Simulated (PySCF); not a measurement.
**InH2SeCl (SMILES [Cl][InH][SeH]) at 3 levels**

We compute a comparison of 3 runs (HF/STO-3G, HF/def2-SVPD, MP2/def2-SVP) of InH2SeCl. 

The calculation is run with PySCF 2.14.0.

### Step 1. Starting point

InH2SeCl has 5 atoms, charge 0, and is taken as a singlet. As SMILES, `[Cl][InH][SeH]`. The shape is that of a PBE0-D4/def2-TZVP optimisation. This is one conformer, not always the lowest.

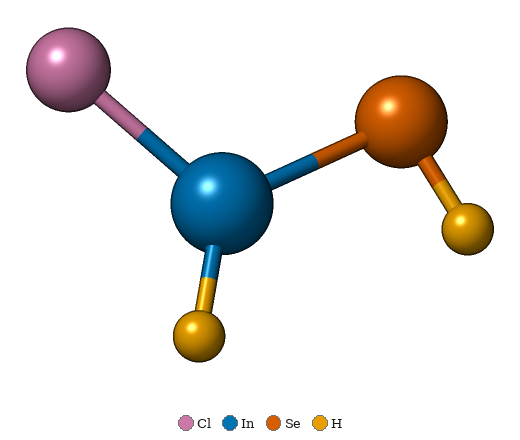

Viewed from a chosen angle; chlorine pink, indium blue, selenium orange, hydrogen amber.

### Step 2. Energy and gradient at HF/STO-3G (run 1)

job.py

```python
# [Cl][InH][SeH]
import pyscf.grad
from pyscf import gto, scf

system = gto.M(
    atom='''
Cl      -2.590600      -0.073500       0.769400
In      -0.521400      -0.190700      -0.295000
Se       1.294600       0.602300       1.204200
H       -0.446900      -0.769600      -1.893800
H        2.314200       0.357900       0.173600
''',
    basis='sto-3g',
    max_memory=1860,
    verbose=4,
    charge=0,
)

myscf = scf.RHF(system)
myscf.conv_tol = 1e-10
myscf.kernel()
if not myscf.converged:
    myscf = myscf.newton().run(myscf.mo_coeff, myscf.mo_occ)

etot = myscf.e_tot
print('E = %.10f Eh' % etot)
grad = myscf.Gradients().kernel()
myscf.analyze()
```

The run is started by

```sh
OMP_NUM_THREADS=1 python job.py
```

The log of the run:

```text
PySCF version 2.14.0

[INPUT] num. atoms = 5
[INPUT] num. electrons = 102
[INPUT] charge = 0
[INPUT] spin (= nelec alpha-beta = 2S) = 0
[INPUT] symmetry False subgroup None
[INPUT] Mole.unit = angstrom
[INPUT] Symbol           X                Y                Z      unit          X                Y                Z       unit  Magmom
[INPUT]  1 Cl    -2.590600000000  -0.073500000000   0.769400000000 AA   -4.895524498298  -0.138894870156   1.453955280240 Bohr   0.0
[INPUT]  2 In    -0.521400000000  -0.190700000000  -0.295000000000 AA   -0.985303201348  -0.360370771955  -0.557469206747 Bohr   0.0
[INPUT]  3 Se     1.294600000000   0.602300000000   1.204200000000 AA    2.446439440862   1.138182044826   2.275608199201 Bohr   0.0
[INPUT]  4 H     -0.446900000000  -0.769600000000  -1.893800000000 AA   -0.844518605068  -1.454333225465  -3.578763334701 Bohr   0.0
[INPUT]  5 H      2.314200000000   0.357900000000   0.173600000000 AA    4.373204197468   0.676332979982   0.328056455224 Bohr   0.0

[... 59 lines left out ...]
Nuclear Repulsion Energy =             666.685606193336866
[... 7 lines left out ...]
MO #2   energy= -455.571957425221  occ= 2
[... 5 lines left out ...]
MO #8   energy= -58.7375759195343  occ= 2
[... 5 lines left out ...]
MO #14  energy= -24.7785001698194  occ= 2
[... 5 lines left out ...]
MO #20  energy= -16.6427204186315  occ= 2
[... 5 lines left out ...]
MO #26  energy= -6.04493782591251  occ= 2
[... 5 lines left out ...]
MO #32  energy= -3.11289345733569  occ= 2
[... 5 lines left out ...]
MO #38  energy= -0.947936629759837 occ= 2
[... 5 lines left out ...]
MO #44  energy= -0.608706631893312 occ= 2
[... 5 lines left out ...]
MO #50  energy= -0.307057747672753 occ= 2
[... 5 lines left out ...]
MO #56  energy= 0.54129361842634   occ= 0
[... 25 lines left out ...]
pop of  1 In 5px          0.53117
pop of  1 In 5py          0.24534
pop of  1 In 5pz          0.67308
pop of  1 In 3dxy         2.00000
pop of  1 In 3dyz         1.99999
pop of  1 In 3dz^2        1.99998
pop of  1 In 3dxz         1.99999
pop of  1 In 3dx2-y2      1.99999
pop of  1 In 4dxy         1.99683
pop of  1 In 4dyz         1.98427
pop of  1 In 4dz^2        1.97866
pop of  1 In 4dxz         1.98328
pop of  1 In 4dx2-y2      1.98705
pop of  2 Se 1s           2.00000
pop of  2 Se 2s           1.99997
pop of  2 Se 3s           1.99991
pop of  2 Se 4s           1.78721
pop of  2 Se 2px          2.00000
pop of  2 Se 2py          2.00000
pop of  2 Se 2pz          2.00000
pop of  2 Se 3px          1.99933
pop of  2 Se 3py          1.99987
pop of  2 Se 3pz          1.99946
pop of  2 Se 4px          1.11255
pop of  2 Se 4py          1.83006
pop of  2 Se 4pz          1.38227
pop of  2 Se 3dxy         1.99968
pop of  2 Se 3dyz         1.99974
pop of  2 Se 3dz^2        1.99980
pop of  2 Se 3dxz         1.99758
pop of  2 Se 3dx2-y2      1.99935
pop of  3 H 1s            1.12063
pop of  4 H 1s            1.03201
 ** Mulliken atomic charges  **
charge of    0Cl =     -0.37599
charge of    1In =      0.63543
charge of    2Se =     -0.10679
charge of    3H =     -0.12063
charge of    4H =     -0.03201
Dipole moment(X, Y, Z, Debye):  2.56276, -0.85769, -3.25407
```

Run time: 11 s. Hardware: 1 thread of Intel Xeon at 2.70GHz, shared host; peak memory 0.13 GiB.

### Step 3. Energy and forces at HF/def2-SVPD (core potential) (run 2)

calc.py

```python
from pyscf import gto, scf

mol = gto.M(
    atom='''
Cl    -2.590600    -0.073500     0.769400
In    -0.521400    -0.190700    -0.295000
Se     1.294600     0.602300     1.204200
H     -0.446900    -0.769600    -1.893800
H      2.314200     0.357900     0.173600
''',
    basis='def2-svpd',
    max_memory=1860,
    spin=0,
    verbose=3,
    ecp={'In': 'def2-svp'},
)

mf = scf.RHF(mol)
mf.conv_tol = 1e-10
mf.kernel()
if not mf.converged:
    mf = mf.newton().run(mf.mo_coeff, mf.mo_occ)

energy = mf.e_tot
print('Final energy', energy)
grad = mf.nuc_grad_method().kernel()
mf.analyze()
```

The run is started by

```sh
OMP_NUM_THREADS=1 python calc.py
```

The log of the run:

```text
converged SCF energy = -3049.37039384653
[... 15 lines left out ...]
MO #6   energy= -54.2455554642202  occ= 2
[... 9 lines left out ...]
MO #16  energy= -3.69764927932949  occ= 2
[... 9 lines left out ...]
MO #26  energy= -1.08177919956759  occ= 2
[... 9 lines left out ...]
MO #36  energy= -0.40389896984403  occ= 2
[... 9 lines left out ...]
MO #46  energy= 0.125863654848149  occ= 0
[... 9 lines left out ...]
MO #56  energy= 0.240981363520948  occ= 0
[... 9 lines left out ...]
MO #66  energy= 0.365997615452533  occ= 0
[... 9 lines left out ...]
MO #76  energy= 0.601764254438338  occ= 0
[... 9 lines left out ...]
MO #86  energy= 0.898129138879726  occ= 0
[... 9 lines left out ...]
MO #96  energy= 1.26636200724596   occ= 0
[... 9 lines left out ...]
MO #106 energy= 2.17074494672824   occ= 0
[... 9 lines left out ...]
MO #116 energy= 61.6414958344708   occ= 0
[... 6 lines left out ...]
Dipole moment(X, Y, Z, Debye):  2.13215, -0.54501, -2.24937
```

Wall time 30 s (1 thread of Intel Xeon at 2.70GHz, shared host); peak memory 0.29 GiB.

### Step 4. Energy and gradient at MP2/def2-SVP (core potential) (run 3)

job.py

```python
import pyscf.grad
from pyscf import gto, mp

system = gto.M(
    atom='''
Cl    -4.895524    -0.138895     1.453955
In    -0.985303    -0.360371    -0.557469
Se     2.446439     1.138182     2.275608
H     -0.844519    -1.454333    -3.578763
H      4.373204     0.676333     0.328056
''',
    charge=0,
    verbose=3,
    ecp={'In': 'def2-svp'},
    max_memory=1860,
    unit='bohr',
    basis='def2-svp',
)

hf = system.RHF()
hf.conv_tol = 1e-10
hf.kernel()
if not hf.converged:
    hf = hf.newton().run(hf.mo_coeff, hf.mo_occ)

pt = mp.MP2(hf, frozen=18).run()
e_tot = pt.e_tot
print(f'total energy: {e_tot:.8f} hartree')
grad = pt.Gradients().kernel()
hf.analyze()
```

The run is started by

```sh
OMP_NUM_THREADS=1 python job.py
```

The log of the run:

```text
converged SCF energy = -3049.35878791292
[... 17 lines left out ...]
MO #6   energy= -54.2387078637945  occ= 2
[... 7 lines left out ...]
MO #14  energy= -6.63450120828156  occ= 2
[... 7 lines left out ...]
MO #22  energy= -2.62173999098023  occ= 2
[... 7 lines left out ...]
MO #30  energy= -0.904037162241657 occ= 2
[... 7 lines left out ...]
MO #38  energy= 0.0355395676105438 occ= 0
[... 7 lines left out ...]
MO #46  energy= 0.320000246492763  occ= 0
[... 7 lines left out ...]
MO #54  energy= 0.659415968847072  occ= 0
[... 7 lines left out ...]
MO #62  energy= 1.06333012726667   occ= 0
[... 7 lines left out ...]
MO #70  energy= 1.32537413835814   occ= 0
[... 7 lines left out ...]
MO #78  energy= 3.53498164151155   occ= 0
[... 7 lines left out ...]
MO #86  energy= 61.63447983011     occ= 0
[... 6 lines left out ...]
Dipole moment(X, Y, Z, Debye):  2.07040, -0.58471, -2.33496
```

It took 26 s on 1 thread of Intel Xeon at 2.70GHz, shared host; peak memory 0.78 GiB.

### Step 5. Overview of the runs

```csv
run,level,core potential,frozen core orbitals,energy (Eh),dipole moment (D) of the reference,HOMO energy (eV),LUMO energy (eV),wall time
1,HF/STO-3G,–,–,-8512.319679,4.23,-7.48,4.89,11 s
2,HF/def2-SVPD (core potential),def2-svp,–,-3049.370394,3.15,-10.02,0.77,30 s
3,MP2/def2-SVP (core potential),def2-svp,18,-3049.810732,3.17,-9.93,0.97,26 s
```

### Step 6. Outcome

| quantity | value |
| --- | --- |
| run 3: total energy | -3049.81073 Eh |
| run 3: dipole moment (Hartree–Fock density) | 3.17 D |
| run 3: HOMO energy (Hartree–Fock orbitals) | -9.93 eV |
| run 3: LUMO energy (Hartree–Fock orbitals) | 0.97 eV |
| run 3: HOMO–LUMO gap (Hartree–Fock orbitals) | 10.90 eV |
| run 3: correlation energy (18 core orbitals frozen) | -451.9 mEh |
| run 3: largest force on an atom | 0.432 eV/Å |

Some runs of one species differ in core potentials or relativity; totals across that change don't compare. In run 1 the basis is minimal, so the values are rough. In run 1 relativity is left out where basis or elements ask for it. All runs together took 67 s, the longest 30 s.
